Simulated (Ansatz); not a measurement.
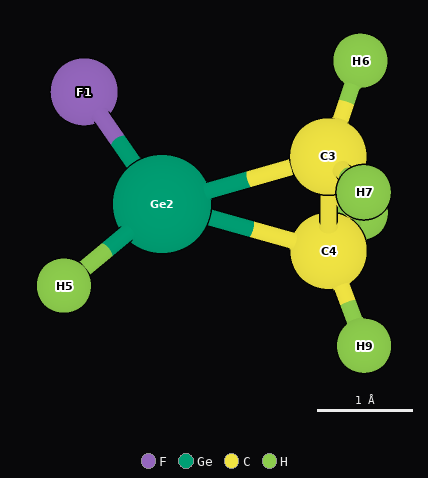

**Figure 1.** The input geometry (ball-and-stick view, seen at a tilt; atoms are numbered from 1 in the order of the input). Sticks mark near contacts. Bond lengths as drawn: C–C 1.56 Å, C–Ge 1.92 Å, C–H 1.08 to 1.09 Å, F–Ge 1.74 Å and Ge–H 1.52 Å.

## Single-point calculation of C$_{2}$H$_{5}$FGe

System: C$_{2}$H$_{5}$FGe, SMILES [F][GeH]1[CH2][CH2]1.
Method: RKS wB97X-V/def2-TZVPP (Ansatz 0.2.0).

The geometry comes from this level: PBE0-D4/def2-TZVP.

### Output
```
Functional definition: wB97X-V
  name "wB97X-V"
  cite "Mardirossian & Head-Gordon, Phys. Chem. Chem. Phys. 16, 9904 (2014) doi:10.1039/C3CP54374A"
  cite "Becke, J. Chem. Phys. 107, 8554 (1997) doi:10.1063/1.475007"
  cite "Vydrov & Van Voorhis, J. Chem. Phys. 133, 244103 (2010) doi:10.1063/1.3521275"
  parameter omega = 0.3/bohr
  parameter cx = 0.167
  parameter cx1 = 0.603
  parameter cx2 = 1.194
  parameter css0 = 0.556
  parameter css1 = -0.257
  parameter cos0 = 1.219
  parameter cos1 = -1.850
  parameter b = 6.0
  parameter c = 0.01
  exchange = spin_sum(e_x_unif_sr(omega)*poly(b97_u_x, 1 - cx, cx1, cx2)) + cx*exact_x_sr(omega) + exact_x_lr(omega)
  correlation = spin_sum(e_c_pw_same_spin*poly(b97_u_same, css0, css1))
      + integral(e_c_pw_opposite_spin*poly(b97_u_opposite, cos0, cos1)) + vv10(b, c)
1200 factors; their error is unknown
270 factors; integrals over basis functions are off by at most 7.5e-6 eV
mean field evaluation 1: about -61379.3537 eV, gradient 5.6e1 eV
mean field evaluation 2: about -61379.7482 eV, gradient 5.9e1 eV
mean field evaluation 4: about -61385.3878 eV, gradient 2.5e0 eV
mean field evaluation 8: about -61385.4064 eV, gradient 6.1e-2 eV
mean field evaluation 16: about -61385.5769 eV, gradient 2.0e-5 eV
mean field -61385.57689490 eV, -2255.8783422489 hartree, gradient 2.0e-5 eV, S^2 0.000000; 0 other end points of the search recorded, 0 dependent functions left out
reference -61385.57689313 eV, -2255.8783421840 hartree; 29, 29 occupied and 182, 182 virtual orbitals, 1200 factors
Total energy: -61385.57689313 eV, -2255.8783421840 hartree
```

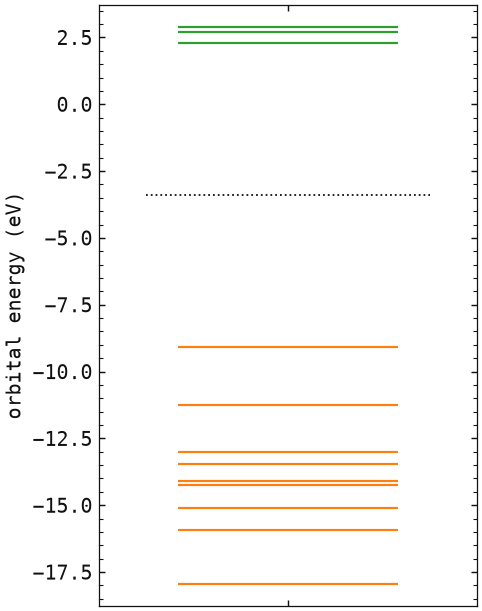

**Figure 2.** Orbital energies near the frontier; the dotted line parts filled from empty levels, and levels within 0.02 eV of each other stand side by side. Highest filled −9.07 eV, lowest empty 2.29 eV, 11.36 eV apart.

This output came from the following input.

### Input
```yaml
crystal:
  periodic: [false, false, false]
  atoms:
    - {symbol: F, position_ang: [-0.594559, -0.394902, -2.333605]}
    - {symbol: Ge, position_ang: [-0.348132, 0.561003, -0.902088]}
    - {symbol: C, position_ang: [0.947991, -0.126120, 0.332234]}
    - {symbol: C, position_ang: [-0.526394, -0.382363, 0.757415]}
    - {symbol: H, position_ang: [-0.688064, 2.009301, -1.207199]}
    - {symbol: H, position_ang: [1.515259, -1.001044, 0.032092]}
    - {symbol: H, position_ang: [1.521745, 0.559326, 0.947114]}
    - {symbol: H, position_ang: [-0.860494, -1.413947, 0.717702]}
    - {symbol: H, position_ang: [-0.878753, 0.142546, 1.639137]}
basis:
  gaussian: {orbitals: def2-TZVPP}
hamiltonian: {xc: {name: wB97X-V}}
output: {orbitals: {seedname: orbitals}}
```

Launch command:
```bash
ansatz run in.yaml --threads 4 --pin off --events-out ev --progress --plain --max-ram 10444MiB
```

### Results in brief

| quantity | value |
| --- | --- |
| outcome | converged |
| total energy | −61385.5769 eV |
| SCF solution under orbital rotations | stable |
| HOMO | −9.07 eV |
| LUMO | 2.29 eV |
| hardware | 4 threads of Intel Xeon, 108 GiB of memory available, shared host |
| wall time | 3.7 s (CPU time 13 s) |
| peak memory | 0.59 GiB |
